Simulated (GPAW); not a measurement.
# How all numerical settings together moves the magnetism of linear Ru chain, spacing 2.672 A

Two starts of linear Ru chain, spacing 2.672 A are run at each rung of all numerical settings together. Which rung is enough?

Main program and level: GPAW 26.7.0; LDA; plane waves with GPAW's PAW setups, scalar-relativistic.

**1. Starting point**

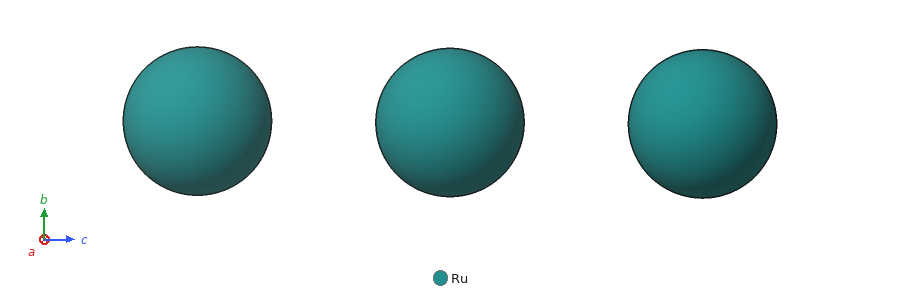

The starting structure, seen from the side, with the c axis across the page (ruthenium teal). 1×1×2 cells are drawn. Some periodic images of atoms are drawn too.

The cell holds 1 atom: 1 Ru. Its edges and angles: a = 12.000 Å, b = 12.000 Å, c = 2.672 Å, α = 90.0°, β = 90.0°, γ = 90.0°. model lattice. Vacuum lies along a and b. The structure's axis is c.

**2. Rung 1 (280 eV, mesh 1×1×4), start ferro +**

Several settings change at once from rung to rung, from a quick look to a careful run; the headings and inputs name them.

order1.py

```python
import json
import numpy as np
from ase import Atoms
from ase.parallel import paropen, parprint
from gpaw import GPAW

atoms = Atoms(['Ru'],
    cell=[[12.0, 0.0, 0.0],
         [0.0, 12.0, 0.0],
         [0.0, 0.0, 2.672]],
    scaled_positions=[[0.5, 0.5, 0.0]],
    pbc=True,
    magmoms=[1.5])
atoms.calc = GPAW(mode={'name': 'pw', 'ecut': 280},
    xc='LDA',
    kpts={'size': (1, 1, 4), 'gamma': True},
    occupations={'name': 'fermi-dirac', 'width': 0.2},
    convergence={'density': 1e-05, 'energy': 1e-05},
    maxiter=200,
    txt='order1.txt')
e = atoms.get_potential_energy(force_consistent=True)
res = {'free_energy': e, 'energy_sigma0': atoms.get_potential_energy(), 'fermi_energy': atoms.calc.get_fermi_level()}
res['moments'] = atoms.get_magnetic_moments().tolist()
res['total'] = atoms.get_magnetic_moment()
parprint('site moments (muB):', np.round(res['moments'], 3))
parprint(f"total moment: {res['total']:.3f} muB")
parprint(f'free energy: {e:.6f} eV')
atoms.calc.write('order1.gpw')
with paropen('results.json', 'w') as f:
    json.dump(res, f)
```

Run with:

```console
$ OMP_NUM_THREADS=1 python3 order1.py > order1.log
```

Numbers of over 12 decimals in the logs are rounded to 6 here.

What it wrote:

```text
site moments (muB): [1.244]
total moment: 1.610 muB
free energy: -4.559535 eV

--- order1.txt ---
Input parameters:
  mode=PW(ecut=280),
  convergence={'density': 1e-05, 'energy': 1e-05},
  kpts=MonkhorstPack(size=(1, 1, 4), gamma=True),
  maxiter=200,
  occupations=Occupations(name='fermi-dirac', width=0.2),
  xc=XC(name='LDA')

Diagonalizing LCAO Hamiltonian
Converting LCAO to pw mode
        .----------------------------.
       /|                            |
      / |                            |
     /  .----------------------------.
    /  /                            /
   /  /                            /
  /  /                            /
 *  /              Ru            /
 | /                            /
 |/                            /
 *----------------------------*

Atoms  # Å, Bohr magnetons
|   | symbol |        x |        y |        z |    initial magnetic moments |
|---|--------|----------|----------|----------|-----------------------------|
| 0 |     Ru | 6.000000 | 6.000000 | 0.000000 | ( 0.0000,  0.0000,  1.5000) |

Unit cell  # Å
| periodic |         x |         y |        z |   lengths |    angles |
|----------|-----------|-----------|----------|-----------|-----------|
|      yes | 12.000000 |  0.000000 | 0.000000 | 12.000000 | 90.000000 |
|      yes |  0.000000 | 12.000000 | 0.000000 | 12.000000 | 90.000000 |
|      yes |  0.000000 |  0.000000 | 2.672000 |  2.672000 | 90.000000 |

Number of symmetries: 16

BZ-sampling:
  Number of BZ points: 4
  Number of IBZ points: 3

  Monkhorst-Pack size: [1, 1, 4]
  Monkhorst-Pack shift: [0.0, 0.0, 0.125]

Plane wave coefficients: 4139
Cutoff: 280.0 eV

Spin-components: 2 (collinear spins)
Bands:           13
Projectors:      6
Spin-degeneracy: 1
Datatype:        complex128

Parallelization:
  kpt:    1
  domain: 1
  band:   1

Density:
  Valence electrons: 16.0
  Components: 2
  Grid points: [48 48 12]
  Charge: 0.0  # |e|

Potential:
  Grid points: [48 48 12]

[... setups left out ...]
Reference energy: -123123.414955  # eV

eigensolver:
  PPCG
  Converge bands: occupied
  niter=2

density mixing:
  MSR1-Mixer
  Pratt-step length: 0.05
  Maximum mixing coefficient: 0.75
  Old densities: 10
  SVD Regularization: 0.005
  Good broyden scale: 1.0
  Trust region scale: 1.0
  Backstep threshold: 4.0
  History deletion threshold: 6.0
  Fourier metric: weight=20.0, sigma=0.015

occupation numbers:
  Fermi-Dirac:
    width: 0.2000  # eV

poisson solver:
  ecut: 2240.0  # eV

xc functional:
  name: None

convergence criteria:
- Maximum integral of absolute [dens]ity change: 1e-05 electrons / valence electron
- Maximum [total energy] change in last 3 cyles: 1e-05 eV / valence electron
- Maximum integral of absolute [eigenst]ate change: 4e-08 eV^2 / valence electron
maximum number of iterations: 200

SCF iterations
|iter     |      energy | eigst |  dens |  magmom |
|---------|-------------|-------|-------|---------|
|iter:   1|       0s |   -5.471003 | -0.13 |       |  +1.4942|
|iter:   2|       0s |   -5.088188 | -1.38 | -0.80 |  +1.4685|
|iter:   3|       1s |   -4.335765 | -0.54 | -0.86 |  +1.3146|
|iter:   4|       1s |   -4.283791 | -1.52 | -1.20 |  +1.3502|
|iter:   5|       2s |   -4.291595 | -2.61 | -1.53 |  +1.3441|
|iter:   6|       2s |   -4.305773 | -2.99 | -1.90 |  +1.4249|
|iter:   7|       2s |   -4.310257 | -3.50 | -2.21 |  +1.5078|
|iter:   8|       3s |   -4.311287 | -3.65 | -2.22 |  +1.5671|
|iter:   9|       3s |   -4.310812 | -4.91 | -2.81 |  +1.5893|
|iter:  10|       4s |   -4.310979 | -5.30 | -3.12 |  +1.6049|
|iter:  11|       4s |   -4.310945 | -6.09 | -3.69 |  +1.6074|
|iter:  12|       4s |   -4.310953c| -6.58 | -4.00 |  +1.6098|
|iter:  13|       5s |   -4.310958c| -7.08 | -4.67 |  +1.6103|
|iter:  14|       5s |   -4.310956c| -7.52c| -5.31c|  +1.6103|

Converged in 14 steps
Energy contributions relative to reference atoms: (reference = -123123.414955)

Energy contributions:
  Kinetic:         -11.330519
  Coulomb:           8.389547
  Zero:              0.187634
  External:          0.000000
  Xc:               -1.309040
  Entropy:          -0.497158
  Spinorbit:         0.000000
  ----------------------------
  Free energy:      -4.559535
  Extrapolated:     -4.310956

dipole moment: (0.000001, 0.000001, -9.226072)  # |e|*Ang

Total magnetic moment: (0.000000, 0.000000, 1.610324)

Local magnetic moments
|        x |        y |        z |
|----------|----------|----------|
| 0.000000 | 0.000000 | 1.244055 |  # Ru   0

Fermi level: -4.434
Eigenvalues  # (at kpt = [0.000, 0.000, 0.000])
| band index |      eig [eV] | occ [0-1] |      eig [eV] | occ [0-1] |
|------------|---------------|-----------|---------------|-----------|
|          0 |       -76.527 |     1.000 |       -75.709 |     1.000 |
|          1 |       -46.732 |     1.000 |       -45.712 |     1.000 |
|          2 |       -46.732 |     1.000 |       -45.712 |     1.000 |
|          3 |       -46.176 |     1.000 |       -45.637 |     1.000 |
|          4 |        -7.682 |     1.000 |        -7.262 |     1.000 |
|          5 |        -5.761 |     0.999 |        -4.751 |     0.830 |
|          6 |        -5.760 |     0.999 |        -4.682 |     0.775 |
|          7 |        -5.444 |     0.994 |        -4.681 |     0.775 |
|          8 |        -3.744 |     0.031 |        -3.051 |     0.001 |
|          9 |        -3.744 |     0.031 |        -3.051 |     0.001 |
|         10 |        -1.842 |     0.000 |        -1.482 |     0.000 |
|         11 |        -1.842 |     0.000 |        -1.482 |     0.000 |
|         12 |         0.340 |     0.000 |         0.382 |     0.000 |

No gap
No difference between direct/indirect transitions
```

Wall time 7 s (1 MPI rank of Arm Neoverse V2, shared host); peak memory 0.18 GiB.

Spin moment in the augmentation sphere by atom:

```
atom  spin moment in the augmentation sphere (μB)
 Ru1                                         1.24
```

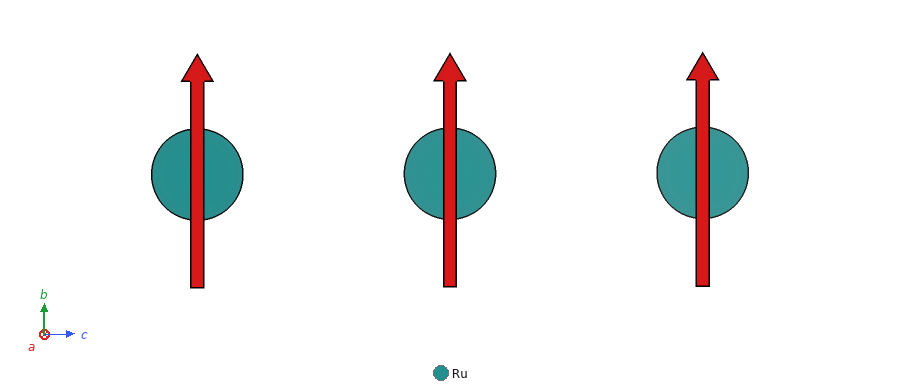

Spin moment in the augmentation sphere as arrows, the longest 1.24 μB. Up and down stand for the sign. Arrows give size and sign along the axis of quantisation, drawn up and down the page. 1×1×2 cells are drawn. Some periodic images of atoms are drawn too.

This step gave:

| Item | Value |
| --- | --- |
| magnetization | 1.610 μB |
| final state | ferromagnetic |

After 14 cycles the largest moment stands at 1.24 μB.

**3. Rung 1 (280 eV, mesh 1×1×2), start antiferro q=(0,0,1/2) +-**

The second start gives the energy difference between the two end states, the quantity that is followed up the ladder. Its q is in fractions of the reciprocal vectors of the first run's cell.

order2.py is the script of step 2 with these lines changed:

```diff
@@ -6,12 +6,13 @@
 
-atoms = Atoms(['Ru'],
+atoms = Atoms(['Ru', 'Ru'],
     cell=[[12.0, 0.0, 0.0],
          [0.0, 12.0, 0.0],
-         [0.0, 0.0, 2.672]],
-    scaled_positions=[[0.5, 0.5, 0.0]],
+         [0.0, 0.0, 5.344]],
+    scaled_positions=[[0.5, 0.5, 0.0],
+         [0.5, 0.5, 0.5]],
     pbc=True,
-    magmoms=[1.5])
+    magmoms=[1.5, -1.5])
 atoms.calc = GPAW(mode={'name': 'pw', 'ecut': 280},
     xc='LDA',
-    kpts={'size': (1, 1, 4), 'gamma': True},
+    kpts={'size': (1, 1, 2), 'gamma': True},
     occupations={'name': 'fermi-dirac', 'width': 0.2},
@@ -19,3 +20,3 @@
     maxiter=200,
-    txt='order1.txt')
+    txt='order2.txt')
 e = atoms.get_potential_energy(force_consistent=True)
@@ -27,3 +28,3 @@
 parprint(f'free energy: {e:.6f} eV')
-atoms.calc.write('order1.gpw')
+atoms.calc.write('order2.gpw')
 with paropen('results.json', 'w') as f:
```

Run with:

```console
$ OMP_NUM_THREADS=1 python3 order2.py > order2.log
```

What it wrote:

```text
site moments (muB): [ 1.764 -1.764]
total moment: -0.000 muB
free energy: -9.274327 eV

--- order2.txt ---
Input parameters:
  mode=PW(ecut=280),
  convergence={'density': 1e-05, 'energy': 1e-05},
  kpts=MonkhorstPack(size=(1, 1, 2), gamma=True),
  maxiter=200,
  occupations=Occupations(name='fermi-dirac', width=0.2),
  xc=XC(name='LDA')

Diagonalizing LCAO Hamiltonian
Converting LCAO to pw mode
        .----------------------------.
       /|                            |
      / |                            |
     /  |                            |
    /   |                            |
   /    |                            |
  /     |                            |
 *      .----------Ru----------------.
 |     /                            /
 |    /                            /
 |   /                            /
 |  /              Ru            /
 | /                            /
 |/                            /
 *----------------------------*

Atoms  # Å, Bohr magnetons
|   | symbol |        x |        y |        z |    initial magnetic moments |
|---|--------|----------|----------|----------|-----------------------------|
| 0 |     Ru | 6.000000 | 6.000000 | 0.000000 | ( 0.0000,  0.0000,  1.5000) |
| 1 |     Ru | 6.000000 | 6.000000 | 2.672000 | ( 0.0000,  0.0000, -1.5000) |

Number of symmetries: 16

BZ-sampling:
  Number of BZ points: 2
  Number of IBZ points: 2

  Monkhorst-Pack size: [1, 1, 2]
  Monkhorst-Pack shift: [0.0, 0.0, 0.25]

Plane wave coefficients: 8203
Cutoff: 280.0 eV

Spin-components: 2 (collinear spins)
Bands:           24
Projectors:      12
Spin-degeneracy: 1
Datatype:        complex128

[...]
|iter:  14|      14s |   -8.809514c| -6.58 | -4.33 |  -0.0001|
|iter:  15|      15s |   -8.809491c| -7.03 | -4.94 |  -0.0000|
|iter:  16|      15s |   -8.809494c| -7.40c| -5.47c|  -0.0000|

Converged in 16 steps
Energy contributions relative to reference atoms: (reference = -246246.829911)

Energy contributions:
  Kinetic:         -20.405427
  Coulomb:          14.462576
  Zero:              0.395582
  External:          0.000000
  Xc:               -2.797392
  Entropy:          -0.929666
  Spinorbit:         0.000000
  ----------------------------
  Free energy:      -9.274327
  Extrapolated:     -8.809494

dipole moment: (0.000002, 0.000002, -18.486590)  # |e|*Ang

Total magnetic moment: (0.000000, 0.000000, -0.000009)

Local magnetic moments
|        x |        y |         z |
|----------|----------|-----------|
| 0.000000 | 0.000000 |  1.763931 |  # Ru   0
| 0.000000 | 0.000000 | -1.763926 |  # Ru   1

Fermi level: -4.394
Eigenvalues  # (at kpt = [0.000, 0.000, 0.000])
| band index |      eig [eV] | occ [0-1] |      eig [eV] | occ [0-1] |
|------------|---------------|-----------|---------------|-----------|
|          0 |       -76.831 |     1.000 |       -76.831 |     1.000 |
|        ... |               |           |               |           |
|          6 |       -45.705 |     1.000 |       -45.705 |     1.000 |
|          7 |       -45.705 |     1.000 |       -45.705 |     1.000 |
|          8 |        -7.579 |     1.000 |        -7.579 |     1.000 |
|          9 |        -6.425 |     1.000 |        -6.425 |     1.000 |
[...]
|         19 |        -1.688 |     0.000 |        -1.688 |     0.000 |
|         20 |        -1.688 |     0.000 |        -1.688 |     0.000 |
|         21 |        -0.297 |     0.000 |        -0.297 |     0.000 |
|        ... |               |           |               |           |
|         23 |         1.845 |     0.000 |         1.845 |     0.000 |

No gap
No difference between direct/indirect transitions
```

Run time: 18 s. Hardware: 1 MPI rank; peak memory 0.25 GiB.

Spin moment in the augmentation sphere by atom:

```
atom  spin moment in the augmentation sphere (μB)
 Ru1                                         1.76
 Ru2                                        -1.76
```

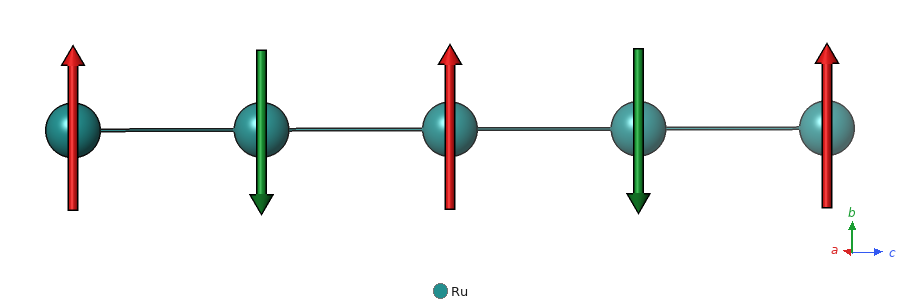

Spin moment in the augmentation sphere as arrows, the longest 1.76 μB. Up and down stand for the sign. Arrows give size and sign along the axis of quantisation, drawn up and down the page. The two directions have two colours. 1×1×2 cells are drawn. Some periodic images of atoms are drawn too.

This step gave:

| Item | Value |
| --- | --- |
| magnetization | 0 μB |
| final state | antiferromagnetic |

This start lies -77.6 meV a seeded atom from the first; its largest moment is 1.76 μB.

**4. Rung 2 (380 eV, mesh 1×1×6), start ferro +**

order1.py is the script of step 2 with these lines changed:

```diff
@@ -13,6 +13,6 @@
     magmoms=[1.5])
-atoms.calc = GPAW(mode={'name': 'pw', 'ecut': 280},
+atoms.calc = GPAW(mode={'name': 'pw', 'ecut': 380},
     xc='LDA',
-    kpts={'size': (1, 1, 4), 'gamma': True},
-    occupations={'name': 'fermi-dirac', 'width': 0.2},
+    kpts={'size': (1, 1, 6), 'gamma': True},
+    occupations={'name': 'fermi-dirac', 'width': 0.15},
     convergence={'density': 1e-05, 'energy': 1e-05},
```

Run with:

```console
$ OMP_NUM_THREADS=1 python3 order1.py > order1.log
```

What it wrote:

```text
site moments (muB): [2.2]
total moment: 2.621 muB
free energy: -4.935661 eV

--- order1.txt ---
Input parameters:
  mode=PW(ecut=380),
  convergence={'density': 1e-05, 'energy': 1e-05},
  kpts=MonkhorstPack(size=(1, 1, 6), gamma=True),
  maxiter=200,
  occupations=Occupations(name='fermi-dirac', width=0.15),
  xc=XC(name='LDA')

Diagonalizing LCAO Hamiltonian
Converting LCAO to pw mode
[...]
|          3 |       -46.755 |     1.000 |       -45.315 |     1.000 |
|          4 |        -8.382 |     1.000 |        -7.365 |     1.000 |
[...]
|          9 |        -4.316 |     0.516 |        -2.874 |     0.000 |
|         10 |        -1.940 |     0.000 |        -1.515 |     0.000 |
|         11 |        -1.940 |     0.000 |        -1.515 |     0.000 |
|         12 |         0.344 |     0.000 |         0.398 |     0.000 |

No gap
No difference between direct/indirect transitions


[key lines of the parts left out:]
Free energy:      -4.935661
Converged in 15 steps
dipole moment: (0.000001, 0.000001, -9.205009)  # |e|*Ang
Fermi level: -4.307
```

It took 15 s on 1 MPI rank; peak memory 0.22 GiB.

Read from the output:

| Quantity | Value |
| --- | --- |
| magnetization | 2.621 μB |
| final state | ferromagnetic |
| largest moment | 2.200 μB |

The largest moment moves by +0.96 μB from rung 1, at 2.2 times its CPU time.

**5. Rung 2 (380 eV, mesh 1×1×3), start antiferro q=(0,0,1/2) +-**

order2.py is the script of step 3 with these lines changed:

```diff
@@ -14,6 +14,6 @@
     magmoms=[1.5, -1.5])
-atoms.calc = GPAW(mode={'name': 'pw', 'ecut': 280},
+atoms.calc = GPAW(mode={'name': 'pw', 'ecut': 380},
     xc='LDA',
-    kpts={'size': (1, 1, 2), 'gamma': True},
-    occupations={'name': 'fermi-dirac', 'width': 0.2},
+    kpts={'size': (1, 1, 3), 'gamma': True},
+    occupations={'name': 'fermi-dirac', 'width': 0.15},
     convergence={'density': 1e-05, 'energy': 1e-05},
```

Run with:

```console
$ OMP_NUM_THREADS=1 python3 order2.py > order2.log
```

What it wrote:

```text
site moments (muB): [ 1.806 -1.806]
total moment: -0.000 muB
free energy: -9.708940 eV

--- order2.txt ---
Input parameters:
  mode=PW(ecut=380),
  convergence={'density': 1e-05, 'energy': 1e-05},
  kpts=MonkhorstPack(size=(1, 1, 3), gamma=True),
  maxiter=200,
  occupations=Occupations(name='fermi-dirac', width=0.15),
  xc=XC(name='LDA')

Diagonalizing LCAO Hamiltonian
Converting LCAO to pw mode
[...]
|          9 |        -6.592 |     1.000 |        -6.592 |     1.000 |
[...]
|         19 |        -1.730 |     0.000 |        -1.730 |     0.000 |
|         20 |        -1.730 |     0.000 |        -1.730 |     0.000 |
|         21 |        -0.498 |     0.000 |        -0.498 |     0.000 |
|        ... |               |           |               |           |
|         23 |         1.045 |     0.000 |         1.045 |     0.000 |

No gap
No difference between direct/indirect transitions


[key lines of the parts left out:]
Free energy:      -9.708940
Converged in 20 steps
dipole moment: (0.000002, 0.000002, -18.429435)  # |e|*Ang
Fermi level: -4.380
```

Wall time 36 s (1 MPI rank); peak memory 0.32 GiB.

This step gave:

| Quantity | Value |
| --- | --- |
| magnetization | 0 μB |
| final state | antiferromagnetic |
| largest moment | 1.806 μB |

This start lies +81.2 meV a seeded atom from the first, a change of +158.8 meV since rung 1; its largest moment is 1.81 μB.

**6. Rung 3 (500 eV, mesh 1×1×8), start ferro +**

order1.py is the script of step 4 with these lines changed:

```diff
@@ -13,6 +13,6 @@
     magmoms=[1.5])
-atoms.calc = GPAW(mode={'name': 'pw', 'ecut': 380},
+atoms.calc = GPAW(mode={'name': 'pw', 'ecut': 500},
     xc='LDA',
-    kpts={'size': (1, 1, 6), 'gamma': True},
-    occupations={'name': 'fermi-dirac', 'width': 0.15},
+    kpts={'size': (1, 1, 8), 'gamma': True},
+    occupations={'name': 'fermi-dirac', 'width': 0.1},
     convergence={'density': 1e-05, 'energy': 1e-05},
```

Run with:

```console
$ OMP_NUM_THREADS=1 python3 order1.py > order1.log
```

What it wrote:

```text
site moments (muB): [2.109]
total moment: 2.665 muB
free energy: -4.966846 eV

--- order1.txt ---
Input parameters:
  mode=PW(ecut=500),
  convergence={'density': 1e-05, 'energy': 1e-05},
  kpts=MonkhorstPack(size=(1, 1, 8), gamma=True),
  maxiter=200,
  occupations=Occupations(name='fermi-dirac', width=0.1),
  xc=XC(name='LDA')

Diagonalizing LCAO Hamiltonian
Converting LCAO to pw mode
[...]
|          3 |       -46.501 |     1.000 |       -45.269 |     1.000 |
|          4 |        -8.035 |     1.000 |        -7.188 |     1.000 |
[...]
|          9 |        -4.185 |     0.095 |        -2.872 |     0.000 |
|         10 |        -1.967 |     0.000 |        -1.403 |     0.000 |
|         11 |        -1.967 |     0.000 |        -1.403 |     0.000 |
|         12 |         0.347 |     0.000 |         0.417 |     0.000 |

No gap
No difference between direct/indirect transitions


[key lines of the parts left out:]
Free energy:      -4.966846
Converged in 16 steps
dipole moment: (0.000001, 0.000001, -9.225705)  # |e|*Ang
Fermi level: -4.410
```

Wall time 27 s (1 MPI rank); peak memory 0.28 GiB.

Read from the output:

```
magnetization  : 2.665 μB
final state    : ferromagnetic
largest moment : 2.109 μB
```

The largest moment moves by -0.09 μB from rung 2, at 1.8 times its CPU time.

**7. Rung 3 (500 eV, mesh 1×1×4), start antiferro q=(0,0,1/2) +-**

order2.py is the script of step 5 with these lines changed:

```diff
@@ -14,6 +14,6 @@
     magmoms=[1.5, -1.5])
-atoms.calc = GPAW(mode={'name': 'pw', 'ecut': 380},
+atoms.calc = GPAW(mode={'name': 'pw', 'ecut': 500},
     xc='LDA',
-    kpts={'size': (1, 1, 3), 'gamma': True},
-    occupations={'name': 'fermi-dirac', 'width': 0.15},
+    kpts={'size': (1, 1, 4), 'gamma': True},
+    occupations={'name': 'fermi-dirac', 'width': 0.1},
     convergence={'density': 1e-05, 'energy': 1e-05},
```

Run with:

```console
$ OMP_NUM_THREADS=1 python3 order2.py > order2.log
```

What it wrote:

```text
site moments (muB): [ 1.792 -1.792]
total moment: 0.000 muB
free energy: -9.781930 eV

--- order2.txt ---
Input parameters:
  mode=PW(ecut=500),
  convergence={'density': 1e-05, 'energy': 1e-05},
  kpts=MonkhorstPack(size=(1, 1, 4), gamma=True),
  maxiter=200,
  occupations=Occupations(name='fermi-dirac', width=0.1),
  xc=XC(name='LDA')

Diagonalizing LCAO Hamiltonian
Converting LCAO to pw mode
[...]
|          9 |        -6.667 |     1.000 |        -6.667 |     1.000 |
[...]
|         19 |        -1.720 |     0.000 |        -1.720 |     0.000 |
|         20 |        -1.720 |     0.000 |        -1.720 |     0.000 |
|         21 |        -0.494 |     0.000 |        -0.494 |     0.000 |
|        ... |               |           |               |           |
|         23 |         1.887 |     0.000 |         1.887 |     0.000 |

No gap
No difference between direct/indirect transitions


[key lines of the parts left out:]
Free energy:      -9.781930
Converged in 17 steps
dipole moment: (0.000002, 0.000002, -18.467291)  # |e|*Ang
Fermi level: -4.375
```

It took 73 s on 1 MPI rank; peak memory 0.45 GiB.

Read from the output:

```yaml
magnetization: 0 μB
final_state: antiferromagnetic
largest_moment: 1.792 μB
```

This start lies +75.9 meV a seeded atom from the first, a change of -5.3 meV since rung 2; its largest moment is 1.79 μB.

(Continued in part 2 of 2.)

[Logs and program files are shortened in this print: banners, set-up blocks, solver, clock and traceback lines can be left out without a mark of their own.]

[Logs are printed without paths, hosts, clocks, repeated set-up lines and the standing remarks that a program may print on its own settings, such as how far it seeks lower states.]

[Hosts, paths, dates, database ids (printed as entryN), source tags and the programs' standing remarks are cut or masked in the printed files.]

[Where a cell is said to come from a database of computed structures, the database is the Materials Project.]
